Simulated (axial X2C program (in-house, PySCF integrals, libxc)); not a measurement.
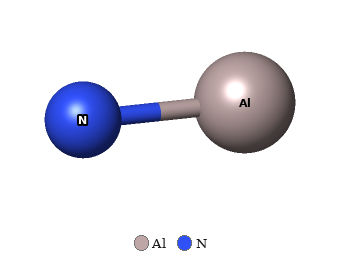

*The molecule at the reference distance of 1.799 Å.*

**Relativistic diatomic calculation, with input and output: AlN⁺**

- system: AlN⁺.
- method: EOM-IP-CCSD, two-component X2C with atomic mean-field Coulomb and Gaunt terms, Al dyall-v3z, N dyall-av3z (cores contracted) (axial X2C program (in-house, PySCF integrals, libxc))

**Input file**
```
{"zs": [13, 7], "q": 1, "bas": ["dyall-v3z", "dyall-av3z"], "r0": 1.73, "eom": "ip", "rq": 0, "thr": -2.0, "nmax": 95, "grid": [1, 0.96, 1.045, 0.92, 1.09, 1.15]}
```

The line is the task of a batch: nuclear charges, charge, bases, a first guess of the distance and further settings. This report covers the levels named above. The log is that of the reference distance.

Hardware: 1 thread of Arm Neoverse V2, 24 GiB of memory available, shared host.

Launched within a batch (the task file carries these settings):
```bash
python <driver script> task.json out
```

**Output**
```
two-component X2C + atomic mean field  HF
basis functions 106  fitting functions 598  grid points 4356
iter        total energy     max residual
   1       -296.655316874     1.12e-01
   2       -296.677227222     1.32e-02
   3       -296.684618421     3.37e-02
   4       -296.686950281     1.41e-02
   5       -296.688563576     5.66e-03
   6       -296.689586144     1.11e-02
   7       -296.690502172     8.65e-03
   8       -296.691018665     2.44e-03
   9       -296.691178246     9.05e-04
  10       -296.691207959     7.76e-04
  11       -296.691214175     2.33e-04
  12       -296.691215194     7.59e-05
  13       -296.691215306     3.91e-05
  14       -296.691215322     1.05e-05
  15       -296.691215323     2.54e-06
  16       -296.691215324     1.30e-06
converged
one-electron -464.81367500  Coulomb 166.09544717  exact exchange -24.71004382  xc functional 0.00000000  nuclear repulsion 26.76771884  atomic mean-field constant -0.03066250
correlated 8  virtual 170  natural virtual 94  E(MP2) -0.206793272  MP2 remainder -0.004427411
iter   CCSD correlation   residual
   1     -0.224361651   1.64e-01
   2     -0.237794267   1.01e-01
   3     -0.243114585   6.79e-02
   4     -0.246589954   5.02e-02
   5     -0.249386698   3.17e-02
   6     -0.250325183   2.00e-02
   7     -0.250578549   1.66e-02
   8     -0.250796873   1.58e-02
   9     -0.250855582   1.55e-02
  10     -0.250965173   1.54e-02
  11     -0.251001104   1.53e-02
  12     -0.251071618   1.51e-02
  13     -0.249547932   1.48e-02
  14     -0.249458989   2.47e-02
  15     -0.249258676   2.72e-02
  16     -0.248540173   2.73e-02
  17     -0.248518925   3.47e-02
  18     -0.248348762   3.50e-02
  19     -0.250075485   3.62e-02
  20     -0.250460254   2.07e-02
  21     -0.248916942   1.79e-02
  22     -0.244252458   3.14e-02
  23     -0.245347948   7.61e-02
  24     -0.246931328   6.75e-02
  25     -0.246586018   5.36e-02
  26     -0.247129969   5.73e-02
  27     -0.247278469   5.11e-02
  28     -0.248269662   4.96e-02
  29     -0.247805865   4.04e-02
  30     -0.241262272   4.11e-02
  31     -0.246924486   9.73e-02
  32     -0.241973454   5.29e-02
  33     -0.239164443   1.02e-01
  34     -0.226916222   1.26e-01
  35     -0.233767382   2.26e-01
  36     -0.226207568   1.74e-01
  37     -0.240299495   2.31e-01
  38     -0.220326394   1.21e-01
  39     -0.242871404   3.45e-01
  40     -0.239388540   9.63e-02
  41     -0.245296443   1.31e-01
  42     -0.244638330   7.21e-02
  43     -0.245171973   7.59e-02
  44     -0.244963931   7.03e-02
  45     -0.243757329   7.39e-02
  46     -0.242448339   8.71e-02
  47     -0.241697984   1.00e-01
  48     -0.241588676   1.10e-01
  49     -0.255238808   7.88e-02
  50     -0.257735577   4.83e-02
  51     -0.258631865   6.59e-02
  52     -0.260024868   9.80e-02
  53     -0.257697166   9.77e-02
  54     -0.257991890   7.13e-02
  55     -0.258505660   7.53e-02
  56     -0.244687098   8.14e-02
  57     -0.247439779   5.96e-02
  58     -0.249210744   3.41e-02
  59     -0.246710064   2.57e-02
  60     -0.247529271   4.83e-02
  61     -0.235392593   4.55e-02
  62     -0.246531186   1.53e-01
  63     -0.243432349   5.41e-02
  64     -0.243853668   8.21e-02
  65     -0.247279783   7.69e-02
  66     -0.231687417   4.72e-02
  67     -0.240999393   1.75e-01
  68     -0.249818232   1.08e-01
  69     -0.245620890   1.90e-02
  70     -0.235561179   4.34e-02
(T) None  T1 0.6354  D1 1.2535  max T2 0.371
```

**Outcome**

- outcome: not converged in a step after the SCF shown
- wall time: 8.3 s
- peak memory: 0.48 GiB

**Diagnosis**

The SCF whose log is shown converged, but the driver noted: CCSD of the reference did not converge. The run therefore gave no full result. Caveats: CCSD of the reference did not converge.
